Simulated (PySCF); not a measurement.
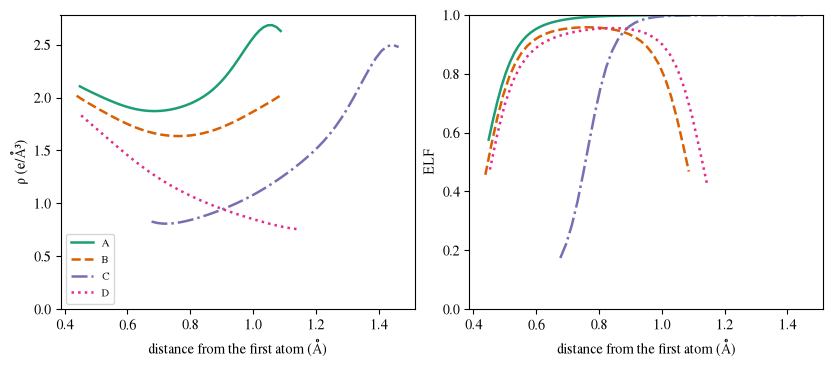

C₅H₁₆Si₂ (SMILES CCCCC([SiH3])[SiH3]). Total electron density and electron localisation function along straight lines between neighbouring atoms. The curves leave out the atomic cores.

Geometry: GFN2-xTB.

Computed with PBE0/pcSseg-1, SCF density, gas phase, non-relativistic (PySCF).

```xyz
23

C     3.4465   -0.4329   -0.5808
C     2.2910    0.4579   -0.1398
C     0.9729   -0.3108   -0.0658
C    -0.1749    0.5630    0.4340
C    -1.4915   -0.2026    0.6013
Si   -2.7616    0.8592    1.5474
Si   -2.1784   -0.8584   -1.0518
H     3.2477   -0.8589   -1.5620
H     3.5886   -1.2499    0.1240
H     4.3711    0.1377   -0.6354
H     2.1846    1.2891   -0.8410
H     2.5176    0.8827    0.8414
H     0.7296   -0.7017   -1.0563
H     1.0916   -1.1652    0.6066
H     0.1206    0.9983    1.3946
H    -0.3228    1.3936   -0.2616
H    -1.2872   -1.0754    1.2330
H    -3.9920    0.0932    1.7497
H    -3.0531    2.0857    0.8028
H    -2.2073    1.2216    2.8565
H    -2.1737    0.2217   -2.0410
H    -1.3783   -1.9766   -1.5625
H    -3.5459   -1.3442   -0.8590
```

### Which curve belongs to which contact (C–C, C–H, C–Si and Si–H)? The first atom named is at distance zero.

Curve A: C–H (1.09 Å): ρ is about 2 e/Å³ halfway; the ELF climbs to about 1 towards the hydrogen, as it does in any bond to H; an ordinary covalent bond to hydrogen. Curve B: C–C (1.52 Å): ρ is about 1.6 e/Å³ halfway; the ELF peaks at about 0.95 between the atoms; localised, covalent bonding. Curve C: Si–H (1.46 Å): the density is about 0.81 e/Å³ at the midpoint; the ELF climbs to about 1 towards the hydrogen. Curve D: C–Si (1.91 Å): ρ at the midpoint is about 0.89 e/Å³; the ELF peaks at about 0.95 between the atoms (a covalent bond).
